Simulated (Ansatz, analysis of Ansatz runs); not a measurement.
# AlBO3 (R-3c), V_O hop (2.4 Å): barriers by charge state

Aim: compare the barrier of one jump in AlBO3 (R-3c) across charge states. The case: V_O hop (2.4 Å), in a cell of 80 host atoms with 1 O taken out.

Main program and level: analysis of Ansatz runs 0.2.0; migration barriers of one hop by charge state from climbing-image bands, PBEsol; no image-charge correction, which largely cancels along a path.

### 1. The structure

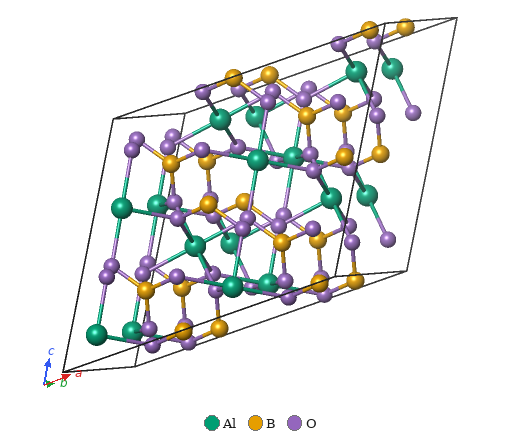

Start, viewed slightly off an axis; aluminium teal, boron orange, oxygen purple. Some periodic images of atoms are drawn too.

The cell holds 79 atoms: 16 Al, 16 B and 47 O. Cell: a = 10.516 Å, b = 10.516 Å, c = 10.516 Å, α = 50.4°, β = 50.4°, γ = 50.4°. It derives from AlBO3 (space group R-3c). Nearest the centre at fractional (0.702, 0.548, 0.125): B62 at 0.69 Å, O79 at 1.19 Å, O26 at 2.07 Å, Al21 at 2.32 Å, Al42 at 2.32 Å, O45 at 2.40 Å, O46 at 2.45 Å, O67 at 2.45 Å.

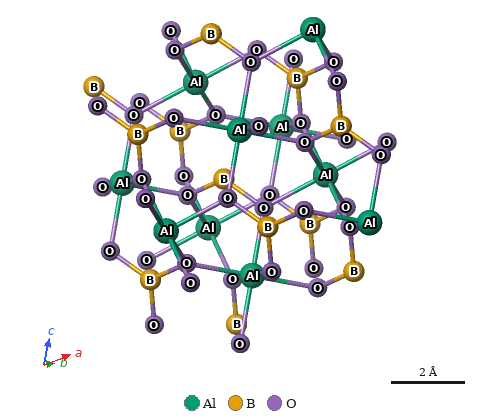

The atoms within 5 Å of the centre.

Coordinates:

```xyz
79
Lattice="4.4753 2.5838 9.1583 -4.4753 2.5838 9.1583 0.0000 -5.1676 9.1583" Properties=species:S:1:pos:R:3 pbc="T T T"
Al    0.0000    0.0000    0.0000
Al    0.0000    0.0000    6.8687
B     0.0000    0.0000    3.4343
B     0.0000    0.0000   10.3030
O    -1.5468    0.0953    8.0135
O     0.8560    1.2919    8.0135
O    -0.6908    1.3872    5.7239
O     1.5468   -0.0953    5.7239
O    -0.8560   -1.2919    5.7239
O     0.6908   -1.3872    8.0135
Al    0.0000   -2.5838    4.5791
Al    0.0000   -2.5838   11.4478
B     0.0000   -2.5838    8.0135
B     0.0000   -2.5838   14.8822
O    -1.5468   -2.4885   12.5926
O     0.8560   -1.2919   12.5926
O    -0.6908   -1.1966   10.3030
O     1.5468   -2.6791   10.3030
O    -0.8560   -3.8757   10.3030
O     0.6908   -3.9711   12.5926
Al   -2.2377    1.2919    4.5791
Al   -2.2377    1.2919   11.4478
B    -2.2377    1.2919    8.0135
B    -2.2377    1.2919   14.8822
O    -3.7845    1.3872   12.5926
O    -1.3817    2.5838   12.5926
O    -2.9285    2.6791   10.3030
O    -0.6908    1.1966   10.3030
O    -3.0936    0.0000   10.3030
O    -1.5468   -0.0953   12.5926
Al   -2.2377   -1.2919    9.1583
Al   -2.2377   -1.2919   16.0270
B    -2.2377   -1.2919   12.5926
B    -2.2377   -1.2919   19.4613
O    -3.7845   -1.1966   17.1717
O    -1.3817    0.0000   17.1717
O    -2.9285    0.0953   14.8822
O    -0.6908   -1.3872   14.8822
O    -3.0936   -2.5838   14.8822
O    -1.5468   -2.6791   17.1717
Al    2.2377    1.2919    4.5791
Al    2.2377    1.2919   11.4478
B     2.2377    1.2919    8.0135
B     2.2377    1.2919   14.8822
O     3.0936    2.5838   12.5926
O     1.5468    2.6791   10.3030
O     3.7845    1.1966   10.3030
O     1.3817    0.0000   10.3030
O     2.9285   -0.0953   12.5926
Al    2.2377   -1.2919    9.1583
Al    2.2377   -1.2919   16.0270
B     2.2377   -1.2919   12.5926
B     2.2377   -1.2919   19.4613
O     0.6908   -1.1966   17.1717
O     3.0936    0.0000   17.1717
O     1.5468    0.0953   14.8822
O     3.7845   -1.3872   14.8822
O     1.3817   -2.5838   14.8822
O     2.9285   -2.6791   17.1717
Al    0.0000    2.5838    9.1583
Al    0.0000    2.5838   16.0270
B     0.0000    2.5838   12.5926
B     0.0000    2.5838   19.4613
O    -1.5468    2.6791   17.1717
O     0.8560    3.8757   17.1717
O    -0.6908    3.9711   14.8822
O     1.5468    2.4885   14.8822
O    -0.8560    1.2919   14.8822
O     0.6908    1.1966   17.1717
Al    0.0000    0.0000   13.7374
Al    0.0000    0.0000   20.6061
B     0.0000    0.0000   17.1717
B     0.0000    0.0000   24.0404
O    -1.5468    0.0953   21.7509
O     0.8560    1.2919   21.7509
O    -0.6908    1.3872   19.4613
O     1.5468   -0.0953   19.4613
O    -0.8560   -1.2919   19.4613
O     0.6908   -1.3872   21.7509
```

The cell's shortest repeat is 9.0 Å.

### 2. The bands

Climbing-image bands with Ansatz at one point at (¼, ¼, ¼), on 4 threads of Intel Xeon Platinum 8559C (Emerald Rapids), shared host:

```
charge  moment (μB)  images  iterations              energies along the band (eV)     time
    +2            0       5          19  0.00, 0.37, 1.09, 1.45, 1.07, 0.46, 0.00  7.8 min
     0            0       5          14  0.00, 1.56, 4.16, 2.92, 1.83, 0.64, 0.00  5.7 min
```

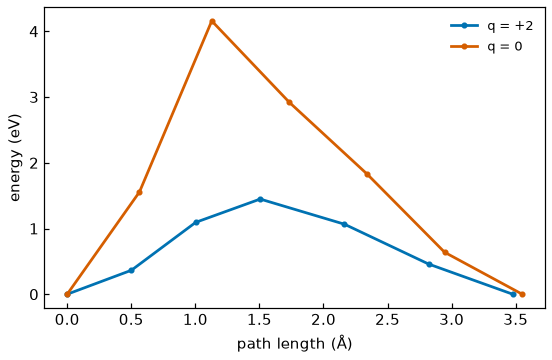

Energy along the path, by charge.

### 3. Barriers and rates

Arrhenius rates with an assumed prefactor of 1e13 per second. Table of hop rate by temperature:

```
temperature (K)  charge +2 (1/s)  charge +0 (1/s)
            200          3.3e-24          1.7e-92
            300          4.7e-12          1.4e-57
            400           5.7e-6          4.1e-40
            600             6.88          1.2e-22
            800             7551          6.4e-14
           1000            5.0e5           1.1e-8
```

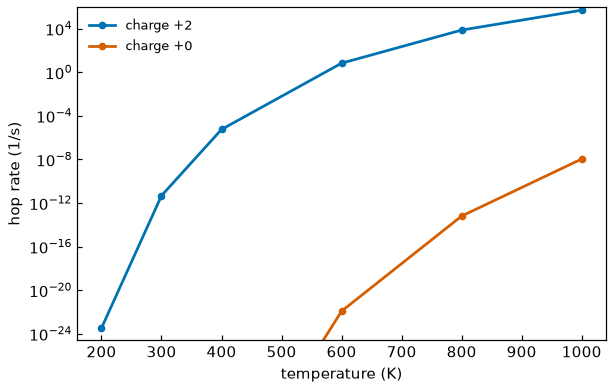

Hop rate against temperature.

### 4. Results

```
barrier at charge plus 2 : 1.45 eV
barrier at charge 0      : 4.16 eV
```

What this shows: The barrier is lowest at charge +2 (1.45 eV) and highest at 0 (4.16 eV). No image-charge correction is applied. The order of the top as a saddle was not checked for all atoms, so a bent path could be lower. Keep in mind: one k-point off the zone centre stands for the whole zone; periodic copies of the defect are only 9.0 Å apart.

[Logs are printed without paths, hosts, clocks, repeated set-up lines and the standing remarks that a program may print on its own settings, such as how far it seeks lower states.]

[Hosts, paths, dates, database ids (printed as entryN), source tags and the programs' standing remarks are cut or masked in the printed files.]
